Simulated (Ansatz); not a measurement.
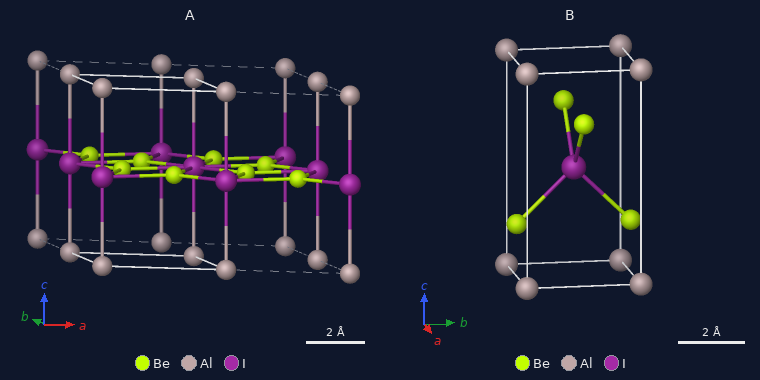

Two structures of Be$_{2}$AlI, each relaxed to rest (conventional cells in solid outline, small ones repeated, not to one scale). Method: DFT PBE, scalar-relativistic, plane waves, PAW in Ansatz 0.2.0, without spin polarisation.

Describe A and B.

A: 4 atoms a cell on a primitive hexagonal lattice, P6/mmm. B: 4 atoms a cell on a primitive tetragonal lattice, P-4m2.

Which of the two does the method prefer?

B is lower, by 947 meV/atom at this level of theory (energies at zero smearing). Volumes: A 26.9, B 21.2 Å³/atom.

One or both may be structure types tried for this composition rather than known phases.
